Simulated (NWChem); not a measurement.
# H3NO (hydroxylamine) at PBE0/MINI

What is the electronic atomisation energy of H3NO (hydroxylamine) at PBE0/MINI? 

The calculation is run with NWChem 7.3.0.

## (1) The molecule

H3NO has 5 atoms, charge 0, and is taken as a singlet. As SMILES, `NO`. The shape is that of a PBE0-D4/def2-TZVP optimisation. This is one conformer, not always the lowest.

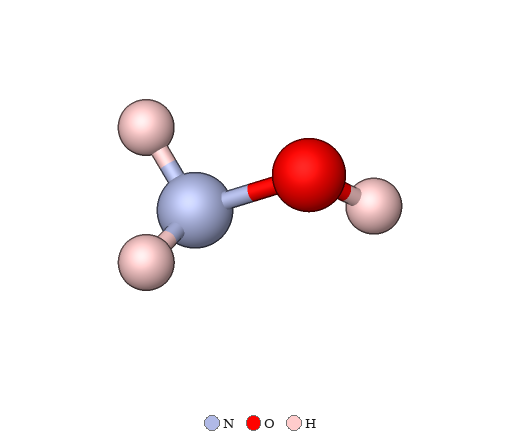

Viewed from a chosen angle; nitrogen light blue, oxygen red, hydrogen pink.

## (2) A single-point energy at PBE0/MINI (run 1)

File m1.nw:

```
start m1
title "H3NO PBE0"
memory stack 880 mb heap 220 mb global 1100 mb
charge 0
geometry noautosym nocenter noautoz
  N     -0.165120    -0.361290    -0.321170
  O      0.364460     0.666040     0.508060
  H     -0.162690    -1.190020     0.266770
  H     -1.141650    -0.109840    -0.446210
  H      1.105010     0.995100    -0.007440
end
basis "ao basis" spherical bse
  * library MINI
end
dft
  xc pbe0
  grid fine
  convergence energy 1e-08
  maxiter 100
  mulliken
  print low
end
task dft energy
```

Run with:

```bash
$ nwchem m1.nw > m1.out
```

What it wrote:

```text
[...]
 d= 0,ls=0.0,diis     1   -130.5665426427 -1.70D+02  5.83D-02  1.65D-01     0.1
[...]
 d= 0,ls=0.0,diis     7   -130.5910124510 -1.17D-09  7.35D-07  1.59D-11     0.5
         Total DFT energy =     -130.591012450974
      One electron energy =     -256.630044592691
           Coulomb energy =      102.780340120453
    Exchange-Corr. energy =      -16.334977240272
 Nuclear repulsion energy =       39.593669261536
[...]
      Total Density - Mulliken Population Analysis
     ---------------------------------------------
    Atom       Charge   Shell Charges
 -----------   ------   -------------------------------------------------------
    1 N    7     7.53   1.99  1.68  3.86
    2 O    8     8.46   2.00  1.87  4.59
    3 H    1     0.70   0.70
    4 H    1     0.70   0.70
    5 H    1     0.61   0.61
[...]
```

Run time: 1.1 s. Hardware: 1 thread of Intel Xeon 6975P-C (Granite Rapids), shared host; peak memory 0.11 GiB.

## (3) The H atom (run 2)

File h.nw:

```
start h
memory stack 880 mb heap 220 mb global 1100 mb

geometry units angstrom noautosym nocenter noautoz
H        0.000000       0.000000       0.000000
end

basis spherical bse
* library MINI
end

dft
xc pbe0
mult 2
grid fine
convergence energy 1e-08
maxiter 100
mulliken
print low
end

task dft energy
```

Run the same way, it converges to -0.49783 Eh (log not shown).

Run 3 isn't shown in full; the table further down has it.

## (4) The O atom at the same level (run 4)

File o.nw:

```
start o
title "O PBE0"
memory stack 880 mb heap 220 mb global 1100 mb
geometry units angstroms noautosym nocenter noautoz
  O     0.000000    0.000000    0.000000
end
basis spherical bse
  * library MINI
end
dft
  xc pbe0
  mult 3
  grid fine
  convergence energy 1e-08
  maxiter 100
  mulliken
  noprint "final vectors analysis"
end
task dft energy
```

Run with:

```bash
$ nwchem o.nw > o.out
```

What it wrote:

```text
[...]
          Wavefunction type:  spin polarized.
          No. of atoms     :     1
          No. of electrons :     8
[...]
          Charge           :     0
          Spin multiplicity:     3
[...]
          AO basis - number of functions:     5
[...]
              XC Information
              --------------
                         PBE0 Method XC Functional
                     Hartree-Fock (Exact) Exchange  0.250
          PerdewBurkeErnzerhof Exchange Functional  0.750
            Perdew 1991 LDA Correlation Functional  1.000 local
           PerdewBurkeErnz. Correlation Functional  1.000 non-local
[...]
 d= 0,ls=0.0,diis     1    -74.5310756771 -7.45D+01  8.40D-17  4.16D-29     0.1
[...]
  Singularity in Pulay matrix. Error and Fock matrices removed.
 d= 0,ls=0.5,diis     2    -74.5310756771 -2.84D-14  1.05D-16  1.66D-30     0.1
[...]
         Total DFT energy =      -74.531075755476
      One electron energy =     -102.824227356291
           Coulomb energy =       36.699399855945
    Exchange-Corr. energy =       -8.406248255131
 Nuclear repulsion energy =        0.000000000000
[...]
      Total Density - Mulliken Population Analysis
     ---------------------------------------------
    Atom       Charge   Shell Charges
 -----------   ------   -------------------------------------------------------
    1 O    8     8.00   2.00  2.00  4.00
     --------------------------------------------
      Spin Density - Mulliken Population Analysis
     --------------------------------------------
    Atom       Charge   Shell Charges
 -----------   ------   -------------------------------------------------------
    1 O    8     2.00   0.00  0.00  2.00
[...]
      <S2> =      2.0000 (Exact =     2.0000)
[...]
```

Run time: 0.69 s. Hardware: 1 thread of Intel Xeon 6975P-C (Granite Rapids), shared host; peak memory 0.1 GiB.

## (5) All runs side by side

```
run       level  partner  energy (Eh)  wall time
  1   PBE0/MINI     base  -130.591012      1.1 s
  2  UPBE0/MINI    atoms    -0.497832     0.66 s
  3  UPBE0/MINI    atoms   -54.194349      0.7 s
  4  UPBE0/MINI    atoms   -74.531076     0.69 s
```

## (6) Summary of results

At PBE0/MINI:

```
                     quantity         value
         O atom: total energy  -74.53108 Eh
                 O atom: ⟨S²⟩         2.000
electronic atomisation energy     10.125 eV
```

In words: Taking the molecule apart into free atoms costs 10.13 eV (233 kcal/mol), before zero-point energy and without spin-orbit coupling. In a minimal basis such a difference can be off by several eV, whatever the method. In runs 1, 2, 3, 4 the basis is minimal, so the values are rough. All runs together took 3.1 s, the longest 1.1 s.
